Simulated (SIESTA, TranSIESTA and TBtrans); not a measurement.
System: Fe chain with one O atom inserted. Leads: straight Fe chain, spacing 2.25 Å. Geometry: 3 atoms about the centre moved by SIESTA (PBE, DZP) to a largest force of 0.01 eV/Å, all others as built, motion along the axis alone.

Computed with TranSIESTA and TBtrans, PBE, DZP numerical orbitals (energy shift 0.15 eV), PseudoDojo norm-conserving scalar-relativistic potentials, mesh cutoff 200 Ry, 300 K, spin-polarised (collinear), no spin-orbit coupling; self-consistent non-equilibrium Green functions.

Energies count from the leads' Fermi level. Transmissions are for each spin. The energy step is 0.01 eV; narrower resonances are cut or missed.

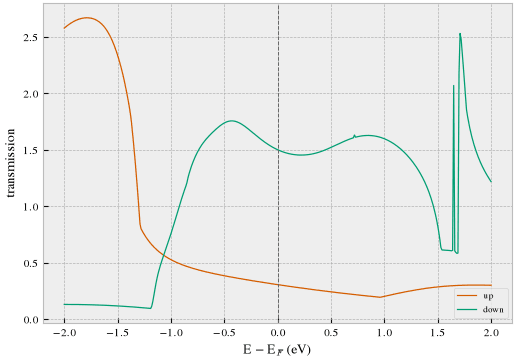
Transmission against energy

```
E (eV)  T up  T down  lead channels up       down
------  ----  ------  ----------------  ---------
-2.00   2.58    0.13                 4          1
-1.80   2.67    0.13                 4          1
-1.60   2.56    0.12                 4          1
-1.40   1.93    0.11                 4          1
-1.20   0.68   0.097                 1          1
-1.00   0.53    0.76                 1          3
-0.80   0.45    1.38                 1          4
-0.60   0.40    1.66                 1          4
-0.40   0.37    1.75                 1          4
-0.20   0.34    1.63                 1          4
0.00    0.31    1.50                 1          4
0.20    0.28    1.45                 1          4
0.40    0.25    1.48                 1  band edge
0.60    0.23    1.57                 1  band edge
0.80    0.21    1.63                 1          4
1.00    0.20    1.60                 3          4
1.20    0.24    1.47                 3          4
1.40    0.27    1.17                 3          4
1.60    0.29    0.61                 3          2
1.80    0.30    1.70                 3          3
2.00    0.30    1.22                 3          3
```

The magnetic order of the leads was set by the start, and no other order was tried; the separate lead runs end at 3.39 (left) and 3.39 (right) μB an atom. The straight chain is held at its spacing; free chains may zigzag or dimerise.
